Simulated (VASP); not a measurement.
Band structure of Li (space group Im-3m). All values below come from PBE GGA, VASP's PBE PAW potentials (set 64) (plane waves; VASP 6.6.1).

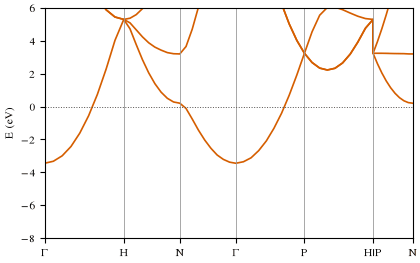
Figure. Bands along high-symmetry lines, zero at the valence-band maximum or, without a gap, the Fermi level

Task: Read the plot: is there a gap, and where are the band edges?

Result: It has no gap at this level: it comes out as a metal or semimetal.

The structure is a typed Li crystal (Im-3m). The cell was not relaxed at this level.
